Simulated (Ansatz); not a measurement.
## Profile along the Ca–H line in RbCaH3 (cubic perovskite)

RbCaH3 (cubic perovskite)

```cif
data_H3CaRb
_chemical_formula_sum 'Rb1 Ca1 H3'
_space_group_name_H-M_alt 'Pm-3m'
_space_group_IT_number 221
_space_group_name_Hall '-P 4 2 3'
_cell_length_a 4.39833
_cell_length_b 4.39833
_cell_length_c 4.39833
_cell_angle_alpha 90.000
_cell_angle_beta 90.000
_cell_angle_gamma 90.000
loop_
_atom_site_label
_atom_site_type_symbol
_atom_site_symmetry_multiplicity
_atom_site_Wyckoff_symbol
_atom_site_fract_x
_atom_site_fract_y
_atom_site_fract_z
_atom_site_occupancy
Rb1 Rb 1 a 0.00000 0.00000 0.00000 1
Ca1 Ca 1 b 0.50000 0.50000 0.50000 1
H1 H 3 c 0.00000 0.50000 0.50000 1
```

Fields along a shortest Ca–H line of a {110} plane (2.20 Å), from Ca to H, interpolated on the slice's grid (step about 0.3 Å). These are LDA (plane waves to 420 eV, PAW, scalar-relativistic; Ansatz, an electronic-structure program) values and carry that method's errors. k mesh 8×8×8. Near the nuclei the fields are pseudised (PAW); where an atom keeps semicore shells as valence, they peak there. RbCaH3 was relaxed with its symmetry unable to fall.

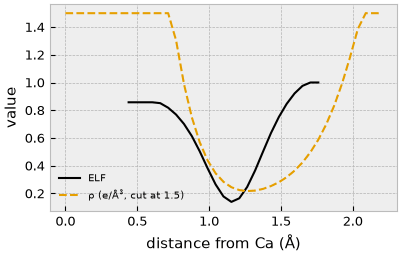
ELF (away from the nuclei) and valence density from Ca to H.

Density on the Ca–H line (2.20 Å) at its density minimum, 1.3 Å from Ca: 0.22 e/Å³. ELF at that point: 0.2.
